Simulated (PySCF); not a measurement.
SMILES c1ccncc1 (C₅H₅N), GFN2-xTB optimised geometry. Atoms within 1.6 Å of the plane z = 0.0 Å (x, y, z in Å): C1 (-0.69, -1.21, 0.00), C2 (-1.35, 0.00, 0.00), C3 (-0.60, 1.17, 0.00), N4 (0.72, 1.17, 0.00), C5 (1.35, 0.01, 0.00), C6 (0.70, -1.21, 0.00), H7 (-1.24, -2.14, 0.00), H8 (-2.43, 0.05, 0.00), H9 (-1.07, 2.14, 0.00), H10 (2.43, 0.06, 0.00), H11 (1.25, -2.14, 0.00).

Level of theory: PySCF with PBE/def2-TZVP. Cells within 0.4 Å of a nucleus heavier than hydrogen are left out (blank, or x).

Map of the electrostatic potential (hartree/e), clipped to [-0.08, 0.12] on the plane z = 0.0 Å:

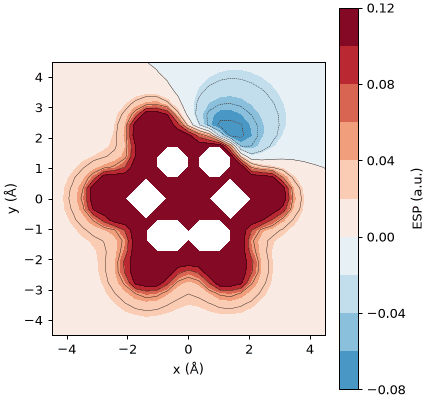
Electrostatic potential (hartree/e), clipped to [-0.08, 0.12] on the plane z = 0.0 Å.
